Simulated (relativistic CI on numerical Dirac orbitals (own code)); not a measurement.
**Run report: Au³⁺, relativistic CI calculation**

Au³⁺. Computed at this level: Dirac-Coulomb-Breit CI, KLI orbitals optimised for each configuration, model QED (radiative potential, 1s self-energy scaled to tabulated hydrogen-like ionisation energies), multiplet model of photoemission in the sudden approximation in a parametric crystal field (relativistic CI on numerical Dirac orbitals, in-house).

Results in brief:

| quantity | value |
| --- | --- |
| outcome | converged |
| hardware | 1 CPU thread, shared host |

Notes:

Limits: free-ion energies without screening by ligands, so binding energies differ from solids by tens of eV.

Input:
```
atom Au  Z=79  charge=3  electrons=76
nucleus A=197  rms_radius_fm=5.4371
hamiltonian dirac-coulomb  breit=on  qed=on  c_scale=1
orbitals kli  potential=per-configuration
slater_scale 1
correlation none
mixing on
configurations
  [Xe] 4f14 5d8
  [Xe] 4f13 5d8
end
photoemission 4f T=80 lorentz=0.25 gauss=0.5
crystal_field Td 10Dq=-25050
```

The program writes its results to a structured record and prints no log; tables and figures of this report are taken from that record.

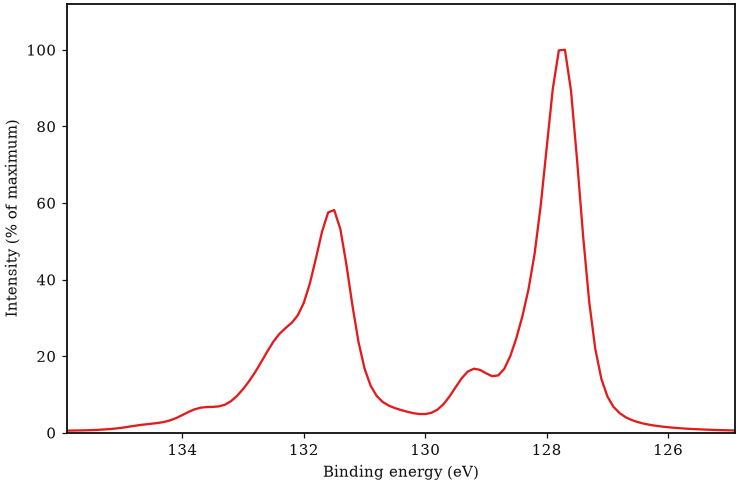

4f photoemission of Au³⁺ (gold, Z = 79), [Xe] 4f¹⁴ 5d⁸, in a field of Td symmetry with 10Dq = −25,050 cm⁻¹. Multiplet model: relativistic Dirac–Coulomb–Breit theory, one configuration a step, Slater integrals scaled by 1, 80 K, Voigt broadening (Lorentzian 0.25 eV, Gaussian 0.5 eV full widths), computed with a radial Dirac CI code. The main maxima lie at 127.7 eV (100), 129.2 eV (17) and 131.5 eV (58), heights in % of the largest; the centroid is at 129.7 eV. The ground state has S = 0.98.
